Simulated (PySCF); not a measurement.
Bi(H)3, SMILES [BiH3] (H3Bi), PBE0/def2-SVP optimised geometry. Atoms within 1.6 Å of the plane z = 1.5 Å (x, y, z in Å): Bi1 (-0.90, -0.90, 0.00), H3 (0.90, -0.90, 0.00), H4 (-0.90, 0.90, 0.00).

Level of theory: PBE0/def2-TZVP, def2 effective core potentials past Kr (PySCF). The core electrons that the potentials of Bi replace are not part of the density.

Map of the electrostatic potential (hartree/e), clipped to [-0.08, 0.12] on the plane z = 1.5 Å:

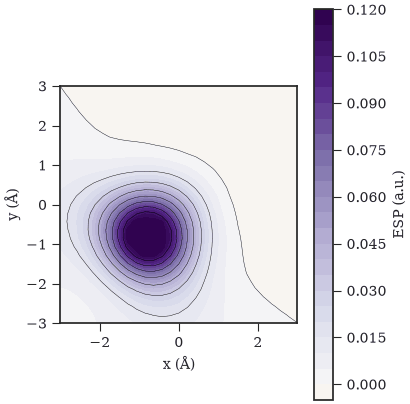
Fig. 1. Electrostatic potential (hartree/e), clipped to [-0.08, 0.12] on the plane z = 1.5 Å.
